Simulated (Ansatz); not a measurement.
## Nudged elastic band of WH3Cl3OF2

WH3Cl3OF2, computed with RHF/def2-SVP (Ansatz 0.2.0).

It belongs to a series of runs on one base structure; here: band between the two ends. Figures and captions count atoms from 1; the log counts them from 0 in places.

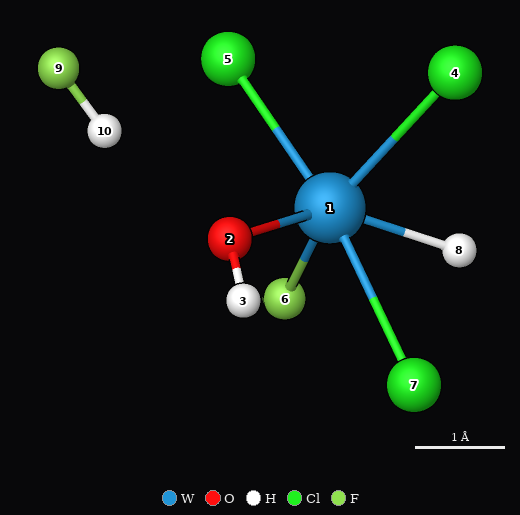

**Figure 1.** The input geometry (ball-and-stick view, seen at a tilt; atoms are numbered from 1 in the order of the input). Sticks mark near contacts.

**Results in brief**

- outcome: converged
- barrier, forward: 0.449 eV
- barrier, backward: 1.236 eV
- hardware: 4 threads of Arm Neoverse V2, 24 GiB of memory available, shared host
- wall time: 6.7 min (CPU time 25 min)
- peak memory: 0.5 GiB

**Remarks**

The order of the saddle point was not checked.

**The input**
```yaml
crystal:
  periodic: [false, false, false]
  atoms:
    - { symbol: W, position_ang: [-0.113216, 0.049483, -0.221427] }
    - { symbol: O, position_ang: [0.202236, 0.050081, 1.608391] }
    - { symbol: H, position_ang: [0.120372, -0.729485, 2.154223] }
    - { symbol: Cl, position_ang: [1.961042, -0.387406, -1.046252] }
    - { symbol: Cl, position_ang: [0.157103, 2.284262, -0.706516] }
    - { symbol: F, position_ang: [-1.898152, 0.369932, -0.512577] }
    - { symbol: Cl, position_ang: [-0.700617, -2.219586, 0.470986] }
    - { symbol: H, position_ang: [-0.405832, -1.036233, -1.410359] }
    - { symbol: F, position_ang: [1.57699, 2.236733, 2.80329] }
    - { symbol: H, position_ang: [1.067974, 1.535818, 2.543643] }
basis:
  gaussian: { orbitals: def2-SVP }
hamiltonian:
  xc: hf
neb:
  order_check: false
  images: 5
  f_tol: 0.05
  max_iterations: 60
  final_atoms:
    - { symbol: W, position_ang: [0.11259434, 0.43294076, -0.00942527] }
    - { symbol: O, position_ang: [0.48085828, -0.21064712, 2.14952659] }
    - { symbol: H, position_ang: [-0.08859185, -0.84552228, 2.56895821] }
    - { symbol: Cl, position_ang: [2.2802466, -0.4063403, -0.2703405] }
    - { symbol: Cl, position_ang: [-0.46988975, 1.93920641, -1.65068786] }
    - { symbol: F, position_ang: [-1.50934279, 0.86635435, 0.81031078] }
    - { symbol: Cl, position_ang: [-0.79950495, -1.7443113, 0.02193518] }
    - { symbol: H, position_ang: [0.24339509, -0.23785885, -1.48195752] }
    - { symbol: F, position_ang: [1.02401932, 1.86496595, 0.79443361] }
    - { symbol: H, position_ang: [0.69411572, 0.49481138, 2.75064878] }
  initial_path:
    images:
      - { positions_ang: [[-0.113216, 0.049483, -0.221427], [0.202236, 0.050081, 1.608391], [0.120372, -0.729485, 2.154223], [1.961042, -0.387406, -1.046252], [0.157103, 2.284262, -0.706516], [-1.898152, 0.369932, -0.512577], [-0.700617, -2.219586, 0.470986], [-0.405832, -1.036233, -1.410359], [1.57699, 2.236733, 2.80329], [1.067974, 1.535818, 2.543643]] }
      - { positions_ang: [[-0.08999008, 0.03114208, -0.14122022], [0.16139357, 0.05697369, 1.84046104], [-0.19519031, -0.53279295, 2.33556694], [2.08676098, -0.31201335, -0.73218492], [0.14064586, 2.31552606, -0.4938577], [-1.89448211, 0.28494537, -0.30352084], [-0.53201402, -2.2761019, 0.34963326], [-0.315924, -0.71177106, -1.50602516], [1.54936735, 1.95547633, 2.05847453], [1.05733275, 1.34221473, 2.27607506]] }
      - { positions_ang: [[-0.06676416, 0.01280116, -0.06101344], [0.12055114, 0.06386638, 2.07253108], [-0.51075262, -0.3361009, 2.51691087], [2.21247997, -0.23662071, -0.41811783], [0.12418872, 2.34679013, -0.2811994], [-1.89081223, 0.19995874, -0.09446467], [-0.36341104, -2.3326178, 0.22828052], [-0.226016, -0.38730912, -1.60169131], [1.52174469, 1.67421966, 1.31365906], [1.04669151, 1.14861145, 2.00850712]] }
      - { positions_ang: [[-0.04353824, -0.00553976, 0.01919334], [0.07970871, 0.07075907, 2.30460111], [-0.82631493, -0.13940885, 2.69825481], [2.33819895, -0.16122806, -0.10405075], [0.10773158, 2.37805419, -0.0685411], [-1.88714234, 0.11497211, 0.11459149], [-0.19480805, -2.3891337, 0.10692778], [-0.136108, -0.06284717, -1.69735747], [1.49412204, 1.39296298, 0.56884359], [1.03605026, 0.95500818, 1.74093919]] }
      - { positions_ang: [[0.00850596, 0.14062042, 0.00965381], [0.21342523, -0.02304299, 2.25290961], [-0.58040724, -0.37477999, 2.65515594], [2.3188815, -0.24293214, -0.15948066], [-0.08480886, 2.2317716, -0.59592335], [-1.76120915, 0.36543286, 0.34649792], [-0.39637369, -2.1741929, 0.07859691], [-0.00960697, -0.1211844, -1.62555749], [1.33742113, 1.55029731, 0.64404026], [0.92207208, 0.80160925, 2.07750905]] }
      - { positions_ang: [[0.06055015, 0.28678059, 0.00011427], [0.34714176, -0.11684506, 2.2012181], [-0.33449954, -0.61015114, 2.61205708], [2.29956405, -0.32463622, -0.21491058], [-0.2773493, 2.08548901, -1.12330561], [-1.63527597, 0.6158936, 0.57840435], [-0.59793932, -1.9592521, 0.05026605], [0.11689406, -0.17952162, -1.5537575], [1.18072022, 1.70763163, 0.71923694], [0.8080939, 0.64821031, 2.41407892]] }
      - { positions_ang: [[0.11259434, 0.43294076, -0.00942527], [0.48085828, -0.21064712, 2.14952659], [-0.08859185, -0.84552228, 2.56895821], [2.2802466, -0.4063403, -0.2703405], [-0.46988975, 1.93920641, -1.65068786], [-1.50934279, 0.86635435, 0.81031078], [-0.79950495, -1.7443113, 0.02193518], [0.24339509, -0.23785885, -1.48195752], [1.02401932, 1.86496595, 0.79443361], [0.69411572, 0.49481138, 2.75064878]] }
```

Launch command:
```bash
ansatz run input.yaml --threads 4 --pin off --max-ram 5120MiB --backend cpu --events-out ev --progress --plain --runs-dir out
```

**Output**
```
Engine: ansatz 0.2.0, aarch64-unknown-linux-gnu
Functional definition: HF
  exchange = exact_x
  correlation = 0
1448 factors; integrals over basis functions are off by at most 2.7e-4 eV
mean field evaluation 1: about -46788.3725 eV, gradient 6.7e1 eV
mean field evaluation 2: about -46788.6444 eV, gradient 6.7e1 eV
mean field evaluation 4: about -46798.4331 eV, gradient 7.3e0 eV
mean field evaluation 8: about -46798.6292 eV, gradient 8.7e-1 eV
mean field evaluation 16: about -46763.2901 eV, gradient 6.1e1 eV
mean field -46798.63663154 eV, -1719.8181749540 hartree, gradient 2.1e-5 eV, S^2 0.000000; 1 other end points of the search recorded, 0 dependent functions left out
the calculation of the forces begins
reference -46798.63663154 eV, -1719.8181749540 hartree; 47, 47 occupied and 96, 96 virtual orbitals, 1448 factors
1449 factors; integrals over basis functions are off by at most 1.2e-3 eV
mean field evaluation 32: about -46799.4241 eV, gradient 2.6e-4 eV
mean field -46799.42413946 eV, -1719.8471153363 hartree, gradient 1.9e-5 eV, S^2 0.000000; 0 other end points of the search recorded, 0 dependent functions left out
[... from here on the field's lines of each further geometry are left out, up to the last ...]
NEB iter   1: max|band force component| = 7.658e0 eV/Å  barrier→ = 12.3445 eV  barrier← = 13.1320 eV  Δτ_max = 0.2000 Å  (885 SCF iters)
NEB iter   2: max|band force component| = 7.006e0 eV/Å  barrier→ = 7.1162 eV  barrier← = 7.9037 eV  Δτ_max = 0.1976 Å  (275 SCF iters)
NEB iter   3: max|band force component| = 4.123e0 eV/Å  barrier→ = 4.1040 eV  barrier← = 4.8915 eV  Δτ_max = 0.1992 Å  (246 SCF iters)
NEB iter   4: max|band force component| = 2.103e0 eV/Å  barrier→ = 2.2834 eV  barrier← = 3.0709 eV  Δτ_max = 0.1988 Å  (243 SCF iters)
NEB iter   5: max|band force component| = 2.532e0 eV/Å  barrier→ = 1.9053 eV  barrier← = 2.6928 eV  Δτ_max = 0.1012 Å  (249 SCF iters)
NEB iter   6: max|band force component| = 1.208e0 eV/Å  barrier→ = 1.5914 eV  barrier← = 2.3789 eV  Δτ_max = 0.1961 Å  (242 SCF iters)
NEB iter   7: max|band force component| = 1.081e0 eV/Å  barrier→ = 1.2006 eV  barrier← = 1.9881 eV  Δτ_max = 0.1910 Å  (238 SCF iters)
NEB iter   8: max|band force component| = 1.834e0 eV/Å  barrier→ = 1.4592 eV  barrier← = 2.2468 eV  Δτ_max = 0.1003 Å  (244 SCF iters)
NEB iter   9: max|band force component| = 7.517e-1 eV/Å  barrier→ = 1.0455 eV  barrier← = 1.8330 eV  Δτ_max = 0.1907 Å  (242 SCF iters)
NEB iter  10: max|band force component| = 6.457e-1 eV/Å  barrier→ = 0.9062 eV  barrier← = 1.6937 eV  Δτ_max = 0.1966 Å  (237 SCF iters)
NEB iter  11: max|band force component| = 6.602e-1 eV/Å  barrier→ = 0.9668 eV  barrier← = 1.7543 eV  Δτ_max = 0.0855 Å  (241 SCF iters)
NEB iter  12: max|band force component| = 6.269e-1 eV/Å  barrier→ = 0.9871 eV  barrier← = 1.7746 eV  Δτ_max = 0.1007 Å  (239 SCF iters)
NEB iter  13: max|band force component| = 7.465e-1 eV/Å  barrier→ = 0.9156 eV  barrier← = 1.7031 eV  Δτ_max = 0.0513 Å  (240 SCF iters)
NEB iter  14: max|band force component| = 5.644e-1 eV/Å  barrier→ = 0.8395 eV  barrier← = 1.6270 eV  Δτ_max = 0.0505 Å  (238 SCF iters)
NEB iter  15: max|band force component| = 7.820e-1 eV/Å  barrier→ = 0.7468 eV  barrier← = 1.5343 eV  CI = image 3  Δτ_max = 0.0500 Å  (235 SCF iters)
NEB iter  16: max|band force component| = 5.779e-1 eV/Å  barrier→ = 0.8252 eV  barrier← = 1.6127 eV  CI = image 3  Δτ_max = 0.0998 Å  (242 SCF iters)
NEB iter  17: max|band force component| = 6.495e-1 eV/Å  barrier→ = 0.8895 eV  barrier← = 1.6770 eV  CI = image 3  Δτ_max = 0.0499 Å  (242 SCF iters)
NEB iter  18: max|band force component| = 4.505e-1 eV/Å  barrier→ = 0.8522 eV  barrier← = 1.6397 eV  CI = image 3  Δτ_max = 0.1019 Å  (236 SCF iters)
NEB iter  19: max|band force component| = 3.650e-1 eV/Å  barrier→ = 0.8033 eV  barrier← = 1.5908 eV  CI = image 3  Δτ_max = 0.0999 Å  (238 SCF iters)
NEB iter  20: max|band force component| = 4.006e-1 eV/Å  barrier→ = 0.7485 eV  barrier← = 1.5360 eV  CI = image 3  Δτ_max = 0.0500 Å  (237 SCF iters)
NEB iter  21: max|band force component| = 3.601e-1 eV/Å  barrier→ = 0.7181 eV  barrier← = 1.5056 eV  CI = image 3  Δτ_max = 0.0502 Å  (238 SCF iters)
NEB iter  22: max|band force component| = 3.463e-1 eV/Å  barrier→ = 0.6877 eV  barrier← = 1.4752 eV  CI = image 3  Δτ_max = 0.1008 Å  (235 SCF iters)
NEB iter  23: max|band force component| = 2.882e-1 eV/Å  barrier→ = 0.6271 eV  barrier← = 1.4147 eV  CI = image 3  Δτ_max = 0.2000 Å  (239 SCF iters)
NEB iter  24: max|band force component| = 2.444e-1 eV/Å  barrier→ = 0.5282 eV  barrier← = 1.3157 eV  CI = image 3  Δτ_max = 0.2000 Å  (239 SCF iters)
NEB iter  25: max|band force component| = 1.857e-1 eV/Å  barrier→ = 0.5028 eV  barrier← = 1.2903 eV  CI = image 3  Δτ_max = 0.1900 Å  (240 SCF iters)
NEB iter  26: max|band force component| = 3.189e-1 eV/Å  barrier→ = 0.4935 eV  barrier← = 1.2810 eV  CI = image 3  Δτ_max = 0.1005 Å  (238 SCF iters)
NEB iter  27: max|band force component| = 1.775e-1 eV/Å  barrier→ = 0.5039 eV  barrier← = 1.2914 eV  CI = image 3  Δτ_max = 0.1007 Å  (240 SCF iters)
NEB iter  28: max|band force component| = 9.605e-2 eV/Å  barrier→ = 0.4896 eV  barrier← = 1.2771 eV  CI = image 3  Δτ_max = 0.0324 Å  (244 SCF iters)
NEB iter  29: max|band force component| = 7.648e-2 eV/Å  barrier→ = 0.4885 eV  barrier← = 1.2760 eV  CI = image 3  Δτ_max = 0.0398 Å  (246 SCF iters)
NEB iter  30: max|band force component| = 4.586e-2 eV/Å  barrier→ = 0.4863 eV  barrier← = 1.2738 eV  CI = image 3  Δτ_max = 0.0439 Å  (247 SCF iters)
NEB iter  31: max|band force component| = 7.989e-2 eV/Å  barrier→ = 0.4839 eV  barrier← = 1.2714 eV  CI = image 3  Δτ_max = 0.0220 Å  (51 SCF iters)
NEB iter  32: max|band force component| = 1.054e-1 eV/Å  barrier→ = 0.4822 eV  barrier← = 1.2698 eV  CI = image 3  Δτ_max = 0.0221 Å  (242 SCF iters)
NEB iter  33: max|band force component| = 1.144e-1 eV/Å  barrier→ = 0.4804 eV  barrier← = 1.2679 eV  CI = image 3  Δτ_max = 0.0220 Å  (245 SCF iters)
NEB iter  34: max|band force component| = 1.161e-1 eV/Å  barrier→ = 0.4782 eV  barrier← = 1.2658 eV  CI = image 3  Δτ_max = 0.0440 Å  (246 SCF iters)
NEB iter  35: max|band force component| = 1.187e-1 eV/Å  barrier→ = 0.4734 eV  barrier← = 1.2609 eV  CI = image 3  Δτ_max = 0.0877 Å  (246 SCF iters)
NEB iter  36: max|band force component| = 1.306e-1 eV/Å  barrier→ = 0.4665 eV  barrier← = 1.2540 eV  CI = image 3  Δτ_max = 0.0440 Å  (240 SCF iters)
NEB iter  37: max|band force component| = 9.909e-2 eV/Å  barrier→ = 0.4615 eV  barrier← = 1.2490 eV  CI = image 3  Δτ_max = 0.0440 Å  (244 SCF iters)
NEB iter  38: max|band force component| = 9.622e-2 eV/Å  barrier→ = 0.4574 eV  barrier← = 1.2449 eV  CI = image 3  Δτ_max = 0.0440 Å  (244 SCF iters)
NEB iter  39: max|band force component| = 1.248e-1 eV/Å  barrier→ = 0.4544 eV  barrier← = 1.2419 eV  CI = image 3  Δτ_max = 0.0440 Å  (244 SCF iters)
NEB iter  40: max|band force component| = 7.196e-2 eV/Å  barrier→ = 0.4518 eV  barrier← = 1.2393 eV  CI = image 3  Δτ_max = 0.0442 Å  (246 SCF iters)
NEB iter  41: max|band force component| = 1.043e-1 eV/Å  barrier→ = 0.4498 eV  barrier← = 1.2374 eV  CI = image 3  Δτ_max = 0.0221 Å  (246 SCF iters)
the calculation of the forces begins
reference -46799.43190322 eV, -1719.8474006490 hartree; 47, 47 occupied and 96, 96 virtual orbitals, 1449 factors
1448 factors; integrals over basis functions are off by at most 1.4e-3 eV
mean field evaluation 2464: about -46798.1879 eV, gradient 1.9e-5 eV
mean field -46798.18790968 eV, -1719.8016847298 hartree, gradient 1.9e-5 eV, S^2 0.000000; 1 other end points of the search recorded, 0 dependent functions left out
the calculation of the forces begins
reference -46798.18790968 eV, -1719.8016847298 hartree; 47, 47 occupied and 96, 96 virtual orbitals, 1448 factors
NEB iter  42: max|band force component| = 4.710e-2 eV/Å  barrier→ = 0.4487 eV  barrier← = 1.2362 eV  CI = image 3  Δτ_max = 0.0000 Å  (591 SCF iters)
```

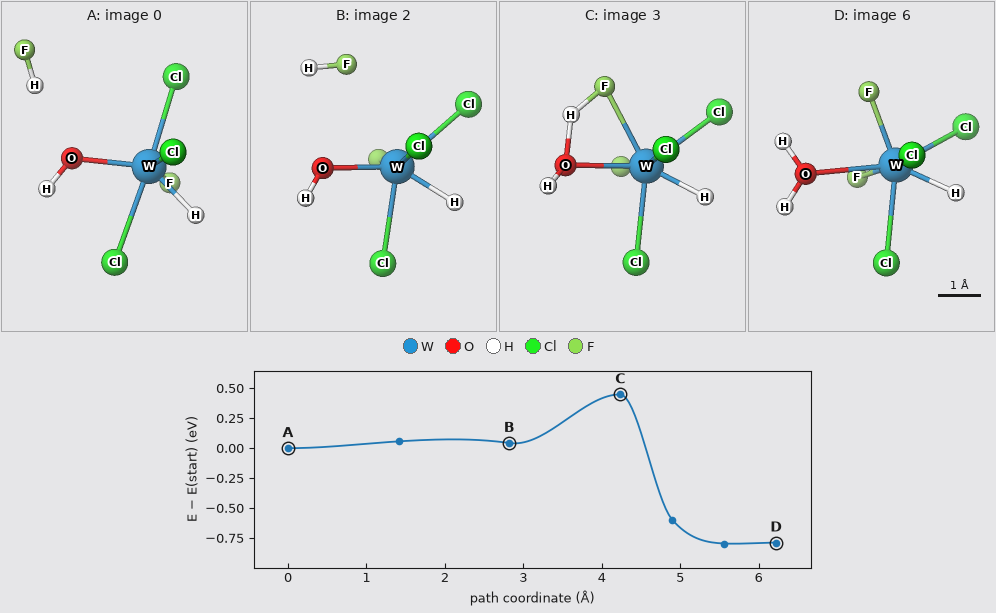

**Figure 2.** Images of the last band (counted from 0; ball-and-stick, seen at a tilt) above the energy along the path; the line is a cubic interpolation that uses the forces. The highest image is number 3, 0.449 eV above the start and 1.236 eV above the end (the climbing image); the end lies 0.788 eV below the start. The path is 6.23 Å long. The band converged in 42 iterations.

```
Total energy: -46798.18790968 eV, -1719.8016847298 hartree
Atom 0 at    -0.027971     0.263422     0.095955 Å, force    -0.021312     0.006006     0.005795 eV/Å
Atom 1 at     0.232537    -0.220714     2.059043 Å, force    -0.023525    -0.011004    -0.038134 eV/Å
Atom 2 at     0.574918    -1.012666     2.450478 Å, force     0.025620     0.012473     0.016876 eV/Å
Atom 3 at     2.235082    -0.319506    -0.057208 Å, force    -0.005675    -0.001444     0.010113 eV/Å
Atom 4 at     0.107617     1.963624    -1.468879 Å, force    -0.001063     0.004701    -0.000385 eV/Å
Atom 5 at    -1.693780     0.954933     0.500902 Å, force     0.012191    -0.001985    -0.008265 eV/Å
Atom 6 at    -1.054521    -1.805154    -0.071622 Å, force     0.002823    -0.008111     0.000877 eV/Å
Atom 7 at     0.214188    -0.382085    -1.375250 Å, force    -0.005261    -0.001705    -0.004979 eV/Å
Atom 8 at     0.735058     1.780425     1.423275 Å, force     0.020075     0.000988     0.008271 eV/Å
Atom 9 at     0.644772     0.931320     2.126708 Å, force    -0.003873     0.000081     0.009830 eV/Å
Dipole moment:     0.152764    -0.474319     0.327680 e Å
this run last wrote the band of iteration 42 to [file]; this run last wrote the band within `neb.f_tol` of iteration 30 to [file]
```

**The last band as extended XYZ (Å, eV, eV/Å)**
```
10
Properties=species:S:1:pos:R:3:forces:R:3 image=0 energy=-46798.63663
W    -0.1132    0.0495   -0.2214    0.0077   0.0054  -0.0038
O     0.2022    0.0501    1.6084    0.0191  -0.0185   0.0219
H     0.1204   -0.7295    2.1542   -0.0053   0.0162  -0.0087
Cl    1.9610   -0.3874   -1.0463   -0.0081  -0.0015   0.0017
Cl    0.1571    2.2843   -0.7065   -0.0062  -0.0078  -0.0052
F    -1.8982    0.3699   -0.5126   -0.0132   0.0125  -0.0043
Cl   -0.7006   -2.2196    0.4710    0.0040  -0.0014   0.0011
H    -0.4058   -1.0362   -1.4104    0.0081   0.0008   0.0012
F     1.5770    2.2367    2.8033    0.0003  -0.0025   0.0058
H     1.0680    1.5358    2.5436   -0.0065  -0.0032  -0.0097
10
Properties=species:S:1:pos:R:3:forces:R:3 image=1 energy=-46798.57981
W     0.0117    0.0833   -0.0901    0.0113  -0.0007  -0.0186
O     0.3955   -0.2169    1.7094   -0.0166   0.0186   0.0171
H     0.2611   -1.0370    2.1765   -0.0056   0.0104  -0.0002
Cl    2.0519   -0.6091   -0.8545   -0.0141  -0.0036  -0.0175
Cl    0.3743    2.1115   -1.0879    0.0020   0.0045   0.0078
F    -1.7086    0.6920    0.1358   -0.0040  -0.0039  -0.0097
Cl   -0.8194   -2.1676    0.2511    0.0151  -0.0039   0.0083
H    -0.5293   -0.6489   -1.4609   -0.0015  -0.0140  -0.0068
F     1.0158    2.3939    2.2943    0.0075   0.0125   0.0197
H     0.9149    1.5522    2.6098    0.0061  -0.0198  -0.0001
10
Properties=species:S:1:pos:R:3:forces:R:3 image=2 energy=-46798.59361
W    -0.0280    0.0836    0.0775    0.0200   0.0090   0.0157
O     0.3545   -0.4934    1.8224   -0.0141   0.0346  -0.0032
H     0.4090   -1.3986    2.1029    0.0450   0.0396   0.0566
Cl    2.1938   -0.4490   -0.3736   -0.0108   0.0113   0.0120
Cl    0.2702    1.9094   -1.3509   -0.0303   0.0060  -0.0079
F    -1.5541    1.0001    0.5629   -0.0121   0.0046   0.0157
Cl   -1.2714   -1.9087    0.0350   -0.0404   0.0242  -0.0296
H    -0.1314   -0.5553   -1.4232    0.0552   0.0018   0.0061
F     0.8552    2.1175    1.6821   -0.0050  -0.0495  -0.0262
H     0.8700    1.8480    2.5483   -0.0073  -0.0817  -0.0392
10
Properties=species:S:1:pos:R:3:forces:R:3 image=3 energy=-46798.18791
W    -0.0280    0.2634    0.0960   -0.0213   0.0060   0.0058
O     0.2325   -0.2207    2.0590   -0.0235  -0.0110  -0.0381
H     0.5749   -1.0127    2.4505    0.0256   0.0125   0.0169
Cl    2.2351   -0.3195   -0.0572   -0.0057  -0.0014   0.0101
Cl    0.1076    1.9636   -1.4689   -0.0011   0.0047  -0.0004
F    -1.6938    0.9549    0.5009    0.0122  -0.0020  -0.0083
Cl   -1.0545   -1.8052   -0.0716    0.0028  -0.0081   0.0009
H     0.2142   -0.3821   -1.3753   -0.0053  -0.0017  -0.0050
F     0.7351    1.7804    1.4233    0.0201   0.0010   0.0083
H     0.6448    0.9313    2.1267   -0.0039   0.0001   0.0098
10
Properties=species:S:1:pos:R:3:forces:R:3 image=4 energy=-46799.23344
W     0.0006    0.3868    0.0388    0.0150   0.1858  -0.0691
O     0.1767   -0.1464    2.1668   -0.0808   0.0540   0.0971
H     0.5669   -0.9438    2.5051    0.0186   0.0468   0.0522
Cl    2.2192   -0.4042    0.0163   -0.0387  -0.0959   0.0719
Cl    0.0010    1.9483   -1.6444   -0.1558   0.0393  -0.1822
F    -1.7069    0.9376    0.4908   -0.0030  -0.0188   0.0099
Cl   -0.9657   -1.7599   -0.0191    0.1234   0.0649   0.0253
H     0.2730   -0.3371   -1.3910    0.0578   0.1083  -0.0451
F     0.7739    1.8263    1.0568    0.0613   0.0386  -0.4391
H     0.6291    0.6460    2.4634    0.0024  -0.4228   0.4792
10
Properties=species:S:1:pos:R:3:forces:R:3 image=5 energy=-46799.43190
W     0.0358    0.4655    0.0070    0.0036   0.0038  -0.0056
O     0.2217   -0.0946    2.1982   -0.0032   0.0054  -0.0008
H     0.2663   -0.9997    2.4839   -0.0184  -0.0015   0.0022
Cl    2.2264   -0.4234   -0.0232    0.0015  -0.0007   0.0010
Cl   -0.3184    1.9317   -1.7340   -0.0159  -0.0016  -0.0061
F    -1.6629    0.9166    0.5973    0.0028  -0.0018   0.0043
Cl   -0.8490   -1.7267    0.0311    0.0076   0.0022   0.0010
H     0.3061   -0.2543   -1.4216    0.0057   0.0041  -0.0011
F     0.9139    1.8961    0.8474    0.0071   0.0037  -0.0117
H     0.8281    0.4423    2.6972    0.0091  -0.0134   0.0168
10
Properties=species:S:1:pos:R:3:forces:R:3 image=6 energy=-46799.42414
W     0.1126    0.4329   -0.0094   -0.0036  -0.0016  -0.0026
O     0.4809   -0.2106    2.1495   -0.0021   0.0005   0.0059
H    -0.0886   -0.8455    2.5690    0.0056   0.0068  -0.0067
Cl    2.2802   -0.4063   -0.2703    0.0013  -0.0002   0.0027
Cl   -0.4699    1.9392   -1.6507   -0.0016  -0.0018   0.0005
F    -1.5093    0.8664    0.8103   -0.0001   0.0050   0.0000
Cl   -0.7995   -1.7443    0.0219    0.0019  -0.0022  -0.0036
H     0.2434   -0.2379   -1.4820   -0.0020  -0.0003   0.0025
F     1.0240    1.8650    0.7944    0.0011  -0.0018   0.0025
H     0.6941    0.4948    2.7506   -0.0006  -0.0043  -0.0011
```
